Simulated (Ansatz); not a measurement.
# PH2F (phosphinous fluoride(8ci,9ci)): RPA@PBE/STO-3G

Aim: the electronic atomisation energy of PH2F (phosphinous fluoride(8ci,9ci)) at RPA@PBE/STO-3G, from 4 runs. 

Program for the calculation: Ansatz 0.2.0.

50 further runs of the same task are left out: 50 set aside as unsound or not needed.

**1. Starting point**

PH2F: 4 atoms, total charge 0, spin state singlet. As SMILES, `FP`. The shape is that of a GFN2-xTB optimisation.

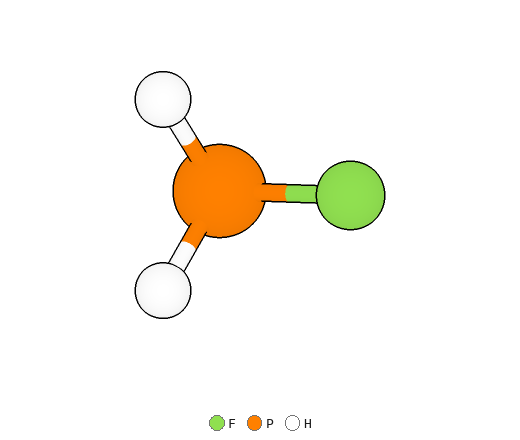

Viewed from a chosen angle; fluorine green, phosphorus orange, hydrogen white.

**2. A single-point energy at RPA@PBE/STO-3G**

The input, run.yaml:

```yaml
basis:
  gaussian: {orbitals: STO-3G}
crystal:
  periodic: [false, false, false]
  atoms:
    - {symbol: F, position_ang: [1.160540, 0.668850, -0.222660]}
    - {symbol: P, position_ang: [-0.072030, -0.369080, -0.479670]}
    - {symbol: H, position_ang: [-1.053910, 0.574260, -0.129560]}
    - {symbol: H, position_ang: [-0.034600, -0.874030, 0.831900]}
hamiltonian: {xc: {name: PBE}}
correlation: {method: rpa, frozen_orbitals: {F: 1, H: 0, P: 5}}
accuracy: high
```

Command:

```
$ ansatz run run.yaml --threads 1 --pin off --max-ram 2610MiB --events-out events.jsonl --progress --plain --runs-dir runs
```

The log of the run:

```text
Warning: RAYON_NUM_THREADS=1 ignored (pool sized by the plan → 1); use --threads N
Functional definition: PBE
  name "PBE"
  parameter kappa = 0.804
  parameter beta = 0.06672455060314922
  exchange = pbe_x(kappa = kappa, mu = beta*pi^2/3)
  correlation = pbe_c(beta = beta)
268 factors; integrals over basis functions are off by at most 1.5e-8 eV
mean field evaluation 1: about -11884.1568 eV, gradient 1.6e1 eV
mean field evaluation 2: about -11884.1303 eV, gradient 1.6e1 eV
mean field evaluation 4: about -11884.9727 eV, gradient 3.4e0 eV
mean field evaluation 8: about -11885.0244 eV, gradient 4.8e-3 eV
mean field evaluation 16: about -11885.0244 eV, gradient 1.9e-8 eV
mean field -11885.02440527 eV, -436.7665909348 hartree, gradient 2.0e-8 eV, S^2 0.000000; 0 other end points of the search recorded, 0 dependent functions left out
6 core orbitals not correlated: weight in the atoms' cores, before any rotation towards them, 0.999 or more for the frozen orbitals, at most 0.000 for the correlated occupied ones
reference -11866.00190809 eV, -436.0675270575 hartree; 7, 7 occupied and 3, 3 virtual orbitals, 268 factors
Total energy: -11869.71429816 eV, -436.2039548761 hartree
```

Run time: 0.91 s. Hardware: 1 thread of Arm Neoverse V2, shared host.

**3. The F atom, same level**

The input, run.yaml:

```yaml
crystal:
  periodic: [false, false, false]
  atoms:
    - {symbol: F, position_ang: [0.000000, 0.000000, 0.000000]}
basis:
  gaussian: {orbitals: STO-3G}
correlation: {method: rpa, frozen_orbitals: {F: 1}}
accuracy: high
magnetization: {spin_polarized: true, initial_magnetization: 1}
hamiltonian: {xc: {name: PBE}}
```

Command:

```
$ ansatz run run.yaml --threads 1 --pin off --max-ram 2610MiB --events-out events.jsonl --progress --plain --runs-dir runs
```

The log of the run, shortened:

```text
Warning: RAYON_NUM_THREADS=1 ignored (pool sized by the plan → 1); use --threads N
[... 6 set-up lines as earlier in the session ...]
15 factors; integrals over basis functions are off by at most 1.2e-9 eV
mean field evaluation 1: about -2671.3014 eV, gradient 5.5e-12 eV
mean field evaluation 2: about -2671.3023 eV, gradient 3.7e-11 eV
mean field evaluation 4: about -2671.3022 eV, gradient 0.0e0 eV
mean field evaluation 8: about -2671.3022 eV, gradient 2.7e-2 eV
mean field evaluation 16: about -2671.3022 eV, gradient 3.2e-12 eV
mean field -2671.30230684 eV, -98.1685491027 hartree, gradient 1.4e-23 eV, S^2 0.750000; 7 other end points of the search recorded, 0 dependent functions left out
1 core orbitals not correlated: weight in the atoms' cores, before any rotation towards them, 1.000 or more for the frozen orbitals, at most 0.000 for the correlated occupied ones
reference -2666.34863534 eV, -97.9865050328 hartree; 4, 3 occupied and 0, 1 virtual orbitals, 15 factors
Total energy: -2667.19263608 eV, -98.0175214877 hartree
```

Wall time 0.4 s (1 thread of Arm Neoverse V2, shared host).

**4. The H atom at the same level**

The input, run.yaml:

```yaml
crystal:
  periodic: [false, false, false]
  atoms:
    - {symbol: H, position_ang: [0.000000, 0.000000, 0.000000]}
basis:
  gaussian: {orbitals: STO-3G}
magnetization: {spin_polarized: true, initial_magnetization: 1}
hamiltonian: {xc: pbe}
correlation: {method: rpa, frozen_orbitals: {H: 0}}
accuracy: high
```

Command:

```
$ ansatz run run.yaml --threads 1 --pin off --max-ram 2610MiB --events-out events.jsonl --progress --plain --runs-dir runs
```

The log of the run, shortened:

```text
Warning: RAYON_NUM_THREADS=1 ignored (pool sized by the plan → 1); use --threads N
[... 6 set-up lines as earlier in the session ...]
1 factors; integrals over basis functions are off by at most 4.6e-10 eV
mean field evaluation 1: about -12.6363 eV, gradient 0.0e0 eV
mean field evaluation 2: about -12.6363 eV, gradient 0.0e0 eV
mean field -12.63630448 eV, -0.4643756244 hartree, gradient 0.0e0 eV, S^2 0.750000; 0 other end points of the search recorded, 0 dependent functions left out
reference -12.69633895 eV, -0.4665818504 hartree; 1, 0 occupied and 0, 1 virtual orbitals, 1 factors
Total energy: -12.69633895 eV, -0.4665818504 hartree
```

It took 0.06 s on 1 thread of Arm Neoverse V2, shared host.

**5. The P atom at the same level**

The input, run.yaml:

```yaml
crystal:
  periodic: [false, false, false]
  atoms:
    - {symbol: P, position_ang: [0.000000, 0.000000, 0.000000]}
basis:
  gaussian: {orbitals: STO-3G}
magnetization: {spin_polarized: true, initial_magnetization: 3}
hamiltonian: {xc: {name: PBE}}
correlation: {method: rpa, frozen_orbitals: {P: 5}}
accuracy: high
```

Command:

```
$ ansatz run run.yaml --threads 1 --pin off --max-ram 2610MiB --events-out events.jsonl --progress --plain --runs-dir runs
```

The log of the run, shortened:

```text
Warning: RAYON_NUM_THREADS=1 ignored (pool sized by the plan → 1); use --threads N
[... 6 set-up lines as earlier in the session ...]
42 factors; integrals over basis functions are off by at most 2.5e-9 eV
mean field evaluation 1: about -9175.1104 eV, gradient 2.2e-1 eV
mean field evaluation 2: about -9175.1103 eV, gradient 2.2e-1 eV
mean field evaluation 4: about -9175.1104 eV, gradient 6.6e-7 eV
mean field evaluation 8: about -9175.1104 eV, gradient 1.3e-9 eV
mean field -9175.11042717 eV, -337.1790890853 hartree, gradient 1.3e-9 eV, S^2 3.750000; 0 other end points of the search recorded, 0 dependent functions left out
5 core orbitals not correlated: weight in the atoms' cores, before any rotation towards them, 1.000 or more for the frozen orbitals, at most 0.000 for the correlated occupied ones
reference -9166.62785890 eV, -336.8673604511 hartree; 4, 1 occupied and 0, 3 virtual orbitals, 42 factors
Total energy: -9167.16462151 eV, -336.8870861131 hartree
```

Wall time 0.3 s (1 thread of Arm Neoverse V2, shared host).

**6. Summary of results**

Level: RPA@PBE/STO-3G, 6 core orbitals frozen.

| quantity | value |
| --- | --- |
| molecule: total energy | -436.20395 Eh |
| molecule: RPA correlation energy (valence) | -136.4 mEh |
| F atom: total energy | -98.01752 Eh |
| F atom: RPA correlation energy (valence) | -31.0 mEh |
| F atom: ⟨S²⟩ of the reference determinant | 0.750 |
| H atom: total energy | -0.46658 Eh |
| H atom: RPA correlation energy | 0.0 mEh |
| H atom: ⟨S²⟩ of the reference determinant | 0.750 |
| P atom: total energy | -336.88709 Eh |
| P atom: RPA correlation energy (valence) | -19.7 mEh |
| P atom: ⟨S²⟩ of the reference determinant | 3.750 |
| electronic atomisation energy | 9.964 eV |

What this shows: Taking the molecule apart into free atoms costs 9.96 eV (961 kJ/mol), before zero-point energy and without spin-orbit coupling. In a minimal basis such a difference can be off by several eV, whatever the method.
